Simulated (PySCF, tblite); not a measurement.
# C5H6O3SSi: geometry, infrared bands and NMR shifts

What infrared bands and NMR shifts should C5H6O3SSi (`CC(=O)[SiH2]SC(=C=O)C=O`) show?

Computed with tblite 0.8.0 and PySCF 2.14.0, with density-fitted response routines of our own, on a single molecule in the gas phase. Atoms count from 0, in the outputs and in this text.

## 1. The starting structure

16 atoms, charge 0, multiplicity 1; geometry from: force field or distance geometry start.

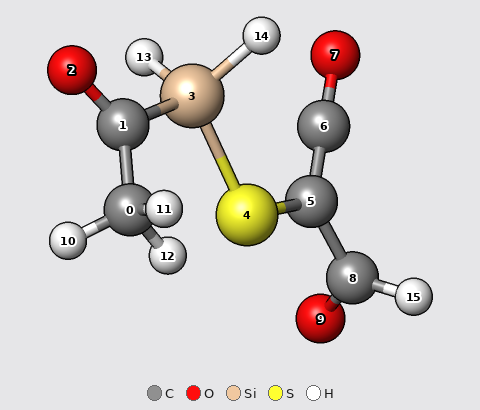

As it starts; carbon grey, oxygen red, silicon light orange, sulfur yellow, hydrogen white, atoms numbered.

## 2. Relaxing the molecule with GFN2-xTB

Job settings and geometry (Å):

```
{"job": {"kind": "relax", "xc": "GFN2-xTB", "basis": "xTB"}, "charge": 0, "multiplicity": 1}
C      2.786800     0.617500    -0.535200
C      2.424500    -0.749000    -0.129100
O      3.267200    -1.664500    -0.098100
Si     0.686700    -1.136800     0.387400
S     -0.478100     0.565000    -0.236100
C     -2.202000     0.345200     0.091400
C     -2.676000    -0.739900     0.663700
O     -3.130600    -1.767900     1.205300
C     -3.108300     1.433200    -0.288800
O     -3.749000     1.420000    -1.374500
H      3.378500     0.655200    -1.461700
H      3.367500     1.166700     0.237000
H      1.874700     1.253900    -0.727200
H      0.164000    -2.339000    -0.260400
H      0.594900    -1.306200     1.873200
H     -3.208600     2.255400     0.444100
```

Command:

```sh
$ OMP_NUM_THREADS=1 python probes_run.py task.json out
```

This one command runs all jobs of the session in turn.

Log:

```text
step      E/eV     max force
  0    -838.98308    6.283
  1    -838.95569   12.935
  2    -839.57290    5.126
  3    -839.59693    2.386
  4    -839.67766    0.416
  5    -839.68377    0.342
  6    -839.69114    0.367
  7    -839.70047    0.292
  8    -839.70463    0.222
  9    -839.71303    0.313
 10    -839.72190    0.410
 11    -839.73266    0.338
 12    -839.74726    0.428
 13    -839.76605    0.495
 14    -839.78761    0.439
 15    -839.80745    0.371
 16    -839.82703    0.408
 17    -839.84985    0.413
 18    -839.87346    0.468
 19    -839.88727    0.706
 20    -839.90195    0.788
 21    -839.92390    0.740
 22    -839.94227    0.299
 23    -839.98291    0.565
 24    -840.00832    0.776
 25    -840.04170    0.541
 26    -840.06812    0.468
 27    -840.09682    0.494
 28    -840.09304    1.589
 29    -840.12093    0.442
 30    -840.12902    0.311
 31    -840.14817    0.311
 32    -840.15525    0.269
 33    -840.16638    0.169
 34    -840.17004    0.187
 35    -840.17296    0.134
 36    -840.17540    0.209
 37    -840.17745    0.136
 38    -840.17882    0.108
 39    -840.17978    0.085
 40    -840.18041    0.076
 41    -840.18117    0.083
 42    -840.18202    0.096
 43    -840.18290    0.106
 44    -840.18353    0.077
 45    -840.18392    0.048
 46    -840.18418    0.048
 47    -840.18444    0.055
 48    -840.18475    0.067
 49    -840.18519    0.066
 50    -840.18587    0.098
 51    -840.18688    0.114
 52    -840.18810    0.109
 53    -840.18918    0.089
 54    -840.19006    0.107
 55    -840.19095    0.103
 56    -840.19229    0.152
 57    -840.19466    0.185
 58    -840.19726    0.169
 59    -840.19992    0.117
 60    -840.20243    0.119
 61    -840.20438    0.112
 62    -840.20564    0.133
 63    -840.20569    0.150
 64    -840.20755    0.115
 65    -840.20850    0.077
 66    -840.21084    0.161
 67    -840.21217    0.142
 68    -840.21356    0.223
 69    -840.21516    0.185
 70    -840.21638    0.105
 71    -840.21789    0.109
 72    -840.21921    0.132
 73    -840.22013    0.086
 74    -840.22087    0.078
 75    -840.22172    0.071
 76    -840.22231    0.054
 77    -840.22289    0.048
 78    -840.22320    0.052
 79    -840.22347    0.053
 80    -840.22382    0.046
 81    -840.22449    0.066
 82    -840.22526    0.081
 83    -840.22600    0.104
 84    -840.22657    0.088
 85    -840.22717    0.060
 86    -840.22778    0.081
 87    -840.22836    0.100
 88    -840.22893    0.081
 89    -840.22933    0.053
 90    -840.22962    0.058
 91    -840.22985    0.055
 92    -840.23012    0.059
 93    -840.23051    0.070
 94    -840.23101    0.064
 95    -840.23144    0.065
 96    -840.23170    0.040
 97    -840.23187    0.050
 98    -840.23199    0.033
 99    -840.23211    0.035
100    -840.23228    0.065
101    -840.23249    0.074
102    -840.23276    0.081
103    -840.23310    0.049
104    -840.23348    0.064
105    -840.23389    0.103
106    -840.23427    0.049
107    -840.23455    0.056
108    -840.23471    0.034
109    -840.23482    0.039
110    -840.23494    0.048
111    -840.23512    0.048
112    -840.23541    0.047
113    -840.23575    0.058
114    -840.23612    0.058
115    -840.23643    0.049
116    -840.23663    0.035
117    -840.23678    0.027
118    -840.23699    0.053
119    -840.23734    0.078
120    -840.23787    0.080
121    -840.23844    0.075
122    -840.23890    0.063
123    -840.23922    0.050
124    -840.23942    0.056
125    -840.23963    0.039
126    -840.23979    0.028
127    -840.23990    0.036
128    -840.24005    0.041
129    -840.24021    0.038
130    -840.24038    0.032
131    -840.24059    0.055
132    -840.24087    0.055
133    -840.24125    0.071
134    -840.24164    0.053
135    -840.24192    0.047
136    -840.24209    0.036
137    -840.24224    0.036
138    -840.24246    0.042
139    -840.24285    0.081
140    -840.24365    0.121
141    -840.24529    0.184
142    -840.24790    0.250
143    -840.25233    0.259
144    -840.25866    0.335
145    -840.25440    0.787
146    -840.24130    0.673
147    -840.26045    0.582
148    -840.26251    0.455
149    -840.26651    0.364
150    -840.27008    0.157
151    -840.27199    0.127
152    -840.27507    0.140
153    -840.28044    0.231
154    -840.28435    0.173
155    -840.27727    0.794
156    -840.28657    0.214
157    -840.28749    0.314
158    -840.28937    0.098
159    -840.29019    0.359
160    -840.29197    0.204
161    -840.29277    0.149
162    -840.29386    0.095
163    -840.29424    0.105
164    -840.29465    0.089
165    -840.29518    0.115
166    -840.29575    0.114
167    -840.29621    0.088
168    -840.29675    0.068
169    -840.29707    0.053
170    -840.29738    0.071
171    -840.29763    0.051
172    -840.29784    0.042
173    -840.29807    0.027
174    -840.29824    0.025
175    -840.29837    0.024
176    -840.29848    0.023
177    -840.29854    0.020
178    -840.29859    0.028
179    -840.29864    0.025
180    -840.29873    0.025
181    -840.29882    0.024
182    -840.29890    0.027
183    -840.29897    0.025
184    -840.29903    0.025
185    -840.29910    0.024
186    -840.29915    0.015
187    -840.29918    0.016
188    -840.29921    0.011
189    -840.29922    0.017
190    -840.29924    0.013
191    -840.29927    0.018
192    -840.29930    0.023
193    -840.29935    0.023
194    -840.29940    0.036
195    -840.29947    0.052
196    -840.29955    0.059
197    -840.29964    0.053
198    -840.29978    0.044
199    -840.29998    0.046
200    -840.30030    0.042
201    -840.30077    0.049
202    -840.30135    0.061
203    -840.30193    0.056
204    -840.30240    0.062
205    -840.30224    0.094
206    -840.30269    0.053
207    -840.30272    0.093
208    -840.30279    0.017
209    -840.30284    0.020
210    -840.30287    0.022
211    -840.30292    0.024
212    -840.30296    0.029
213    -840.30300    0.025
214    -840.30303    0.018
215    -840.30305    0.016
216    -840.30309    0.022
217    -840.30314    0.030
218    -840.30319    0.033
219    -840.30325    0.021
220    -840.30330    0.022
221    -840.30337    0.026
222    -840.30343    0.028
223    -840.30352    0.021
224    -840.30357    0.019
225    -840.30361    0.017
226    -840.30365    0.016
227    -840.30368    0.010
228    -840.30370    0.008
```

Wall time 2.1 s (1 thread of Arm Neoverse V1, shared host).

The steps of the relaxation: (not every step is listed) (the energy doesn't fall at every step)

```tsv
step	energy from step 0 (eV)	largest force (eV/Å)
0	0.0000	6.2831
1	0.0274	12.9346
2	-0.5898	5.1258
3	-0.6139	2.3862
4	-0.6946	0.4156
5	-0.7007	0.3419
6	-0.7081	0.3667
7	-0.7174	0.2920
8	-0.7215	0.2223
29	-1.1379	0.4418
50	-1.2028	0.0982
71	-1.2348	0.1089
92	-1.2470	0.0594
113	-1.2527	0.0581
134	-1.2586	0.0531
155	-1.2942	0.7942
176	-1.3154	0.0226
197	-1.3166	0.0532
218	-1.3201	0.0326
223	-1.3204	0.0206
224	-1.3205	0.0191
225	-1.3205	0.0172
226	-1.3206	0.0163
227	-1.3206	0.0103
228	-1.3206	0.0083
```

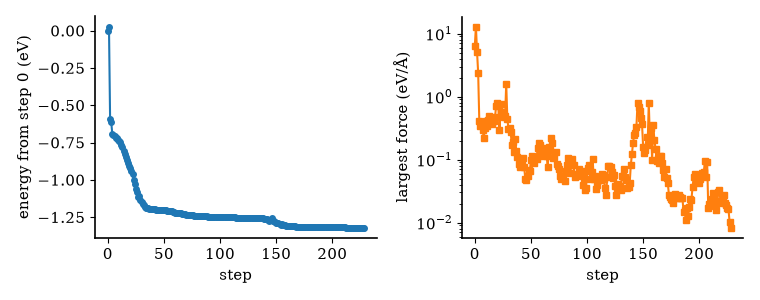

Energy and largest force along the relaxation.

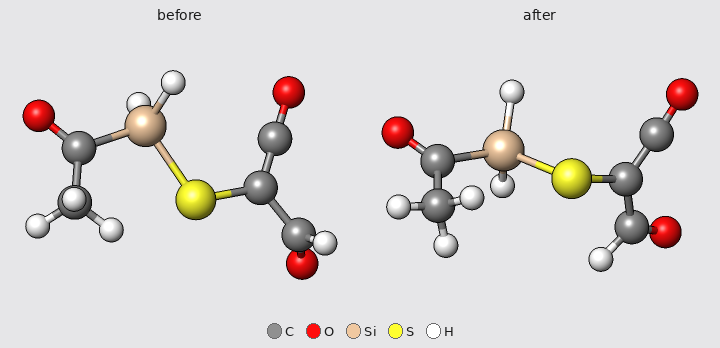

Before and after, at one scale.

Close pairs (by a distance rule), those that changed most:

```tsv
bond	before (Å)	after (Å)	change (Å)
C6–O7	1.248	1.152	-0.096
C1–Si3	1.854	1.928	+0.074
C8–O9	1.261	1.202	-0.059
Si3–H14	1.498	1.456	-0.043
C0–H12	1.129	1.089	-0.040
C1–O2	1.245	1.207	-0.038
C0–C1	1.471	1.499	+0.028
S4–C5	1.768	1.793	+0.025
```

The final coordinates are the input of the step that follows.

## 3. Infrared spectrum with GFN2-xTB

Job settings and geometry (Å):

```
{"job": {"kind": "ir", "xc": "GFN2-xTB", "basis": "xTB"}, "charge": 0, "multiplicity": 1}
C      2.781768     0.726451    -0.306807
C      2.307698    -0.694838    -0.345741
O      3.045353    -1.639356    -0.487033
Si     0.415898    -1.038332    -0.204547
S     -0.399841     0.641163     0.896870
C     -2.146466     0.337427     0.628560
C     -2.706458    -0.266563     1.647866
O     -3.138252    -0.804669     2.569997
C     -2.772199     0.806262    -0.592117
O     -3.922385     0.645474    -0.902472
H      3.865406     0.780206    -0.378786
H      2.440344     1.190303     0.617302
H      2.327179     1.272481    -1.131944
H     -0.206783    -1.026708    -1.524242
H      0.150392    -2.261572     0.538306
H     -2.049253     1.341215    -1.234173
```

Log:

```text
mode    cm-1     km/mol
  1      18.1      2.69
  2      25.5      2.19
  3      41.9      5.04
  4      57.7      4.02
  5      88.3      1.17
  6     118.2      5.07
  7     131.7      0.99
  8     173.9      7.07
  9     191.1      4.50
 10     248.0      1.77
 11     264.2      0.83
 12     350.8     10.28
 13     393.5     22.23
 14     447.9      5.58
 15     479.6     33.13
 16     496.0     50.00
 17     504.4     39.44
 18     533.5      1.67
 19     552.1      2.08
 20     627.4     44.07
 21     690.7    282.28
 22     751.8    211.39
 23     759.3     51.87
 24     906.9      1.67
 25     951.9      0.94
 26     972.0      1.15
 27    1009.6     64.39
 28    1131.1     88.93
 29    1346.4     70.61
 30    1358.3     35.01
 31    1391.9     45.09
 32    1436.5     19.36
 33    1439.9     20.97
 34    1736.8    662.20
 35    1741.4    208.55
 36    2248.3   1345.20
 37    2296.0    275.53
 38    2333.5    179.27
 39    2788.8     57.56
 40    3012.7      3.95
 41    3022.1     10.92
 42    3045.7     16.26
```

It took 0.73 s on 1 thread of Arm Neoverse V1, shared host.

The strongest bands and the atoms that carry them (share of the mass-weighted mode):

```tsv
cm⁻¹	km/mol	atoms
691	282.3	H13 36 %, H14 33 %, Si3 20 %
752	211.4	H13 48 %, H14 47 %
1131	88.9	C1 51 %, H10 24 %, C0 19 %
1737	662.2	C1 30 %, C8 29 %, O2 20 %, O9 20 %
1741	208.6	C8 30 %, C1 29 %, O9 20 %, O2 19 %
2248	1345.2	C6 68 %, O7 23 %
2296	275.5	H13 94 %
2334	179.3	H14 95 %
```

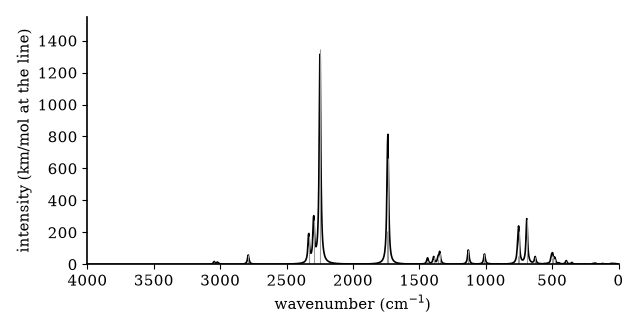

The infrared spectrum from these modes, unscaled. Lines are broadened to a width of 14 cm⁻¹ (Lorentzian).

## 4. NMR shieldings: PBE0/pcSseg-1

Same as in step 3 but for these lines:

```diff
@@ -1,2 +1,2 @@
-{"job": {"kind": "ir", "xc": "GFN2-xTB", "basis": "xTB"}, "charge": 0, "multiplicity": 1}
+{"job": {"kind": "nmr", "xc": "PBE0", "basis": "pcSseg-1"}, "charge": 0, "multiplicity": 1}
 C      2.781768     0.726451    -0.306807
```

Method: GIAO PBE0/pcSseg-1 NMR shielding, non-relativistic, gas phase.

Log:

```text
coarse grid: 15656 points
cycle   1  E = -1106.2738171955  dE =  1.791e+00  |g| = 1.223e+00  |ddm| = 4.005e+00
cycle   2  E = -1104.6618902724  dE =  1.612e+00  |g| = 3.050e+00  |ddm| = 5.191e+00
cycle   3  E = -1106.5606397264  dE = -1.899e+00  |g| = 2.502e-01  |ddm| = 4.393e+00
cycle   4  E = -1106.5702932365  dE = -9.654e-03  |g| = 1.745e-01  |ddm| = 4.659e-01
cycle   5  E = -1106.5766008367  dE = -6.308e-03  |g| = 4.578e-02  |ddm| = 1.688e-01
cycle   6  E = -1106.5769982054  dE = -3.974e-04  |g| = 1.953e-02  |ddm| = 6.249e-02
cycle   7  E = -1106.5770667618  dE = -6.856e-05  |g| = 6.560e-03  |ddm| = 1.935e-02
cycle   8  E = -1106.5770755621  dE = -8.800e-06  |g| = 2.081e-03  |ddm| = 7.877e-03
final grid: 145568 points
cycle   9  E = -1106.6691800418  dE =  9.829e-06  |g| = 1.840e-02  |ddm| = 2.993e-02
cycle  10  E = -1106.6689625455  dE =  2.175e-04  |g| = 3.874e-02  |ddm| = 4.356e-02
cycle  11  E = -1106.6692403857  dE = -2.778e-04  |g| = 3.029e-03  |ddm| = 3.155e-02
cycle  12  E = -1106.6692426345  dE = -2.249e-06  |g| = 5.882e-04  |ddm| = 3.445e-03
cycle  13  E = -1106.6692426920  dE = -5.744e-08  |g| = 2.770e-04  |ddm| = 6.387e-04
cycle  14  E = -1106.6692427057  dE = -1.378e-08  |g| = 7.126e-05  |ddm| = 2.480e-04
cycle  15  E = -1106.6692427068  dE = -1.057e-09  |g| = 2.016e-05  |ddm| = 8.095e-05
cycle  16  E = -1106.6692427069  dE = -9.959e-11  |g| = 6.454e-06  |ddm| = 2.848e-05
converged SCF energy = -1106.6692427069

GIAO shielding tensors (ppm)
atom      isotropic    diamagn.    paramagn.     s11        s22        s33       span
  0 C      144.342     252.154    -107.811    109.752    136.034    187.242     77.490
  1 C      -49.596     256.153    -305.748   -130.853   -111.503     93.568    224.421
  2 O     -522.928     394.909    -917.837  -1386.475   -515.063    332.752   1719.226
  3 Si     399.228     882.412    -483.183    341.956    393.062    462.666    120.710
  4 S      644.200    1061.161    -416.961    506.796    557.155    868.650    361.853
  5 C      148.511     266.724    -118.213    107.407    150.012    188.114     80.707
  6 C        0.902     260.346    -259.443    -95.325    -55.520    153.552    248.876
  7 O      -32.139     400.753    -432.893   -191.669    -19.836    115.087    306.757
  8 C       -4.671     242.877    -247.548    -94.674     11.064     69.595    164.268
  9 O     -312.378     387.788    -700.166   -877.935   -399.759    340.558   1218.493
 10 H       29.310      27.295       2.015     26.482     27.022     34.425      7.944
 11 H       29.072      31.151      -2.080     24.979     29.979     32.258      7.279
 12 H       29.059      30.431      -1.372     25.790     29.606     31.780      5.990
 13 H       27.034      30.794      -3.760     23.703     25.781     31.619      7.916
 14 H       27.036      31.270      -4.233     22.695     25.896     32.519      9.824
 15 H       22.308      27.990      -5.682     19.977     20.728     26.219      6.242
```

Wall time 62 s (1 thread of Arm Neoverse V1, shared host); peak memory 0.96 GiB.

The references, computed at this level on geometries of the same kind, shield at (ppm): 1H TMS 31.72, 13C TMS 186.9, 29Si TMS 349.2, 17O H2O 336.1, 33S CS2 504. Their shielding less the atom's gives the shift. The references are single molecules in the gas phase, so shifts against H2O, NH3, PH3, H3PO4 or CFCl3 are not on the usual liquid scales and can be off by tens of ppm. Atoms listed in one row are averaged.

```tsv
atoms	environment	σ (ppm)	δ (ppm)	δ scaled to CDCl3
C1	carbonyl carbon	-49.6	236.5	228.9
C8	aldehyde carbonyl carbon	-4.7	191.6	185.1
C6	central carbon of a ketene	0.9	186.0	179.6
C0	methyl carbon α to a carbonyl	144.3	42.6	39.6
C5	terminal carbon of a ketene	148.5	38.4	31.2
H15	hydrogen on an aldehyde carbonyl carbon	22.31	9.41	8.98
H13, H14	hydrogen on a silicon bonded to C, S	27.04	4.68	–
H10, H11, H12	hydrogen on a methyl carbon α to a carbonyl	29.15	2.57	2.53
O2	carbonyl oxygen	-522.9	859.0	–
O9	aldehyde oxygen	-312.4	648.5	–
O7	carbonyl oxygen	-32.1	368.2	–
Si3	silicon bonded to C, S, 2 H	399.2	-50.1	–
S4	sulfur bonded to C, Si	644	-140	–
```

The scaled column applies a straight-line fit of computed shieldings to shifts measured in CDCl3, with any fitted terms for Cl, Br or S neighbours (root-mean-square error 0.16 ppm for H, 1.9 ppm for C).

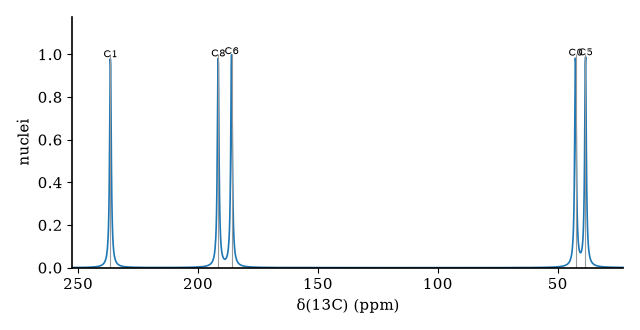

13C lines at the computed shifts, without couplings. Lines are broadened to a width of 0.79 ppm (Lorentzian).

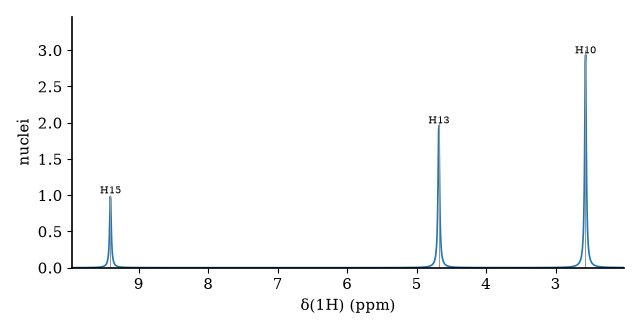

1H lines at the computed shifts, without couplings. Lines are broadened to a width of 0.03 ppm (Lorentzian).

The run also stored atomic charges by several schemes (e):

```tsv
atoms	Mulliken	IAO	Hirshfeld	ESP fit
C0	-0.27	-0.48	-0.13	-0.64
C1	-0.05	0.16	0.09	0.66
O2	-0.33	-0.37	-0.21	-0.48
Si3	0.59	0.63	0.31	0.15
S4	-0.14	-0.11	-0.05	-0.28
C5	-0.72	-0.37	-0.09	-0.26
C6	0.60	0.50	0.23	0.58
O7	-0.21	-0.23	-0.10	-0.26
C8	0.42	0.25	0.10	0.42
O9	-0.35	-0.41	-0.24	-0.45
```

Mulliken charges:

C0 -0.27; C1 -0.05; O2 -0.33; Si3 0.59; S4 -0.14; C5 -0.72; C6 0.60; O7 -0.21; C8 0.42; O9 -0.35; H10 0.14; H11 0.15; H12 0.15; H13 -0.03; H14 -0.03; H15 0.08

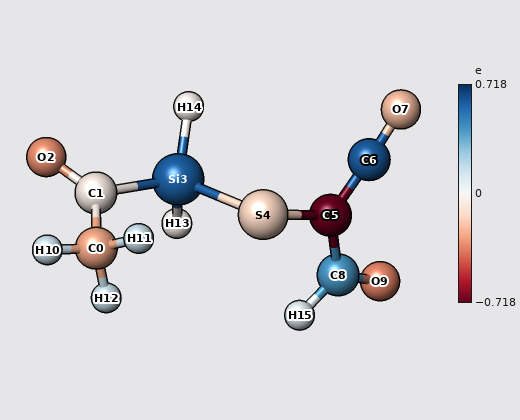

Mulliken charges, as colours on the atoms.

Mayer bond orders: C0–C1 0.98, C1–O2 1.96, C1–Si3 0.83, Si3–S4 0.88, S4–C5 1.08, C5–C6 1.50, C6–O7 2.23, C5–C8 0.97, C8–O9 2.04.

The fields below are evaluated on a grid from the run's orbitals.

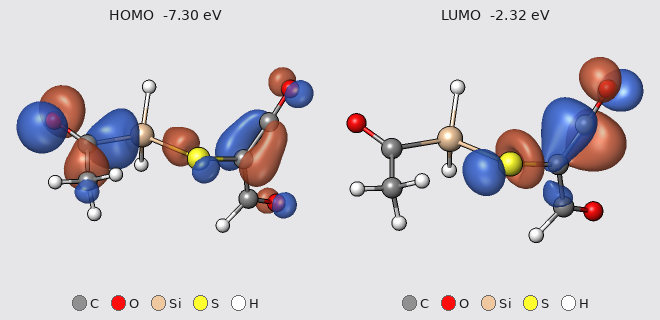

PBE0/pcSseg-1 orbitals near the gap, drawn at the value that encloses 70 % of each; the two colours are the two signs.

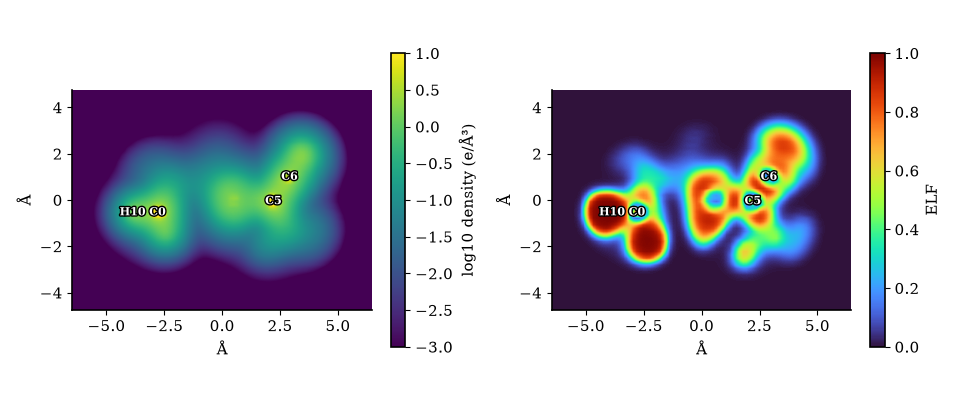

Density (left) and ELF (right) in a plane through or near 4 of the atoms.

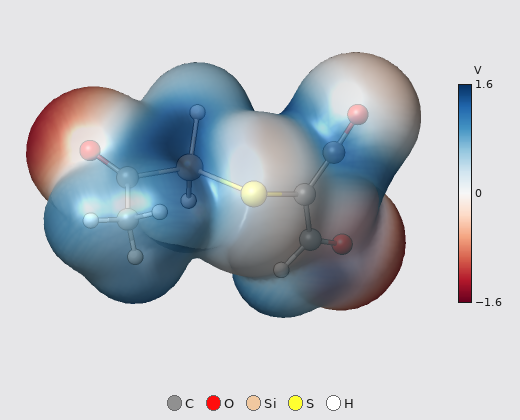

The potential that a unit positive charge feels on the 0.002 e/bohr³ surface, from -1.46 V near O9 to 1.60 V near H12.

## 5. What came out

| quantity | value |
| --- | --- |
| strongest single infrared mode (GFN2-xTB) | 2248 cm⁻¹, 1345 km/mol |
| zero-point energy (GFN2-xTB) | 60.2 kcal/mol |
| 13C shifts against TMS (PBE0/pcSseg-1) | 236.5, 191.6, 186.0, 42.6, 38.4 ppm |
| 1H shifts against TMS (PBE0/pcSseg-1, means over atoms taken as alike) | 9.41, 4.68, 2.57 ppm |
| 17O shifts against H2O (PBE0/pcSseg-1) | 859.0, 648.5, 368.2 ppm |
| 29Si shifts against TMS (PBE0/pcSseg-1) | -50.1 ppm |
| 33S shifts against CS2 (PBE0/pcSseg-1) | -140 ppm |
| surface potential, least and greatest | -1.46 V and 1.60 V |

**Reading.** Relaxing lowered the energy by 1.321 eV in 228 steps; the close pair that moved most is C6–O7, from 1.248 to 1.152 Å. All 42 modes are real, so the xTB geometry is a minimum. The strongest single mode, at 2248 cm⁻¹, moves mainly C6. GFN2-xTB is a fitted tight-binding method: band positions and strengths are rough. Its intensities can rank the bands wrongly. H15 (hydrogen on an aldehyde carbonyl carbon) lies farthest downfield among hydrogen, at 9.41 ppm; the formyl region, downfield of aromatic protons. At PBE0/pcSseg-1: The widest tensor belongs to O2: span 1719 ppm, with a paramagnetic part of -918 ppm. At PBE0/pcSseg-1, counted by nearest atom on the grid, the HOMO lies on O2 40 %; C1, C5 about 10 % each, the LUMO on C6 41 %; O7 23 %.
